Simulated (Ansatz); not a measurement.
Cell of wurtzite AlN (0 0 1) on wurtzite ZnO (0 0 1) (film strained to the substrate, faces as cut), relaxed at this level with a, b, gamma of the cell held:

```
CELL_PARAMETERS angstrom
      3.27929     0.00004     0.04795
      1.63971     2.84013     0.01380
     -0.46743     0.12179    30.94867
ATOMIC_POSITIONS crystal
  Zn 0.46151 0.33221 0.01046
  Zn 0.79530 0.66516 0.09544
  O  0.46186 0.33191 0.07826
  O  0.79543 0.66498 0.16296
  Zn 0.46218 0.33161 0.18013
  Zn 0.79540 0.66489 0.26471
  O  0.46196 0.33163 0.24773
  O  0.79497 0.66517 0.33261
  Zn 0.46170 0.33180 0.34921
  Zn 0.79478 0.66558 0.43344
  O  0.46137 0.33229 0.41842
  O  0.79349 0.66717 0.51492
  Al 0.46019 0.33391 0.52877
  Al 0.79372 0.66705 0.60900
  N  0.46031 0.33377 0.58953
  N  0.79375 0.66690 0.66975
  Al 0.46048 0.33351 0.68909
  Al 0.79393 0.66660 0.76920
  N  0.46052 0.33334 0.74986
  N  0.79404 0.66636 0.82998
  Al 0.46078 0.33296 0.84932
  Al 0.79441 0.66594 0.92963
  N  0.46097 0.33270 0.91012
  N  0.79470 0.66562 0.99069
```

Method: PBE (plane waves to 420 eV, PAW; Ansatz, a program for electronic structure). Scalar-relativistic, without spin–orbit coupling; the runs are not spin-polarised. Its k-point mesh 8×8×1, Fermi–Dirac width 0.05 eV.

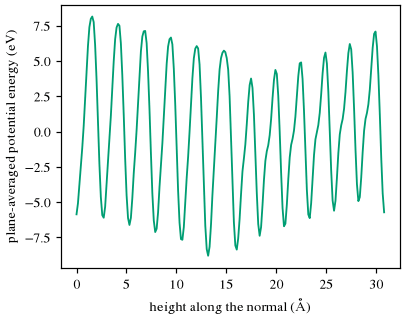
Fig. 1. Smooth (PAW) electrostatic potential energy of an electron, averaged over planes, about its mean

The curve spans 16.9 eV over the stretch drawn.
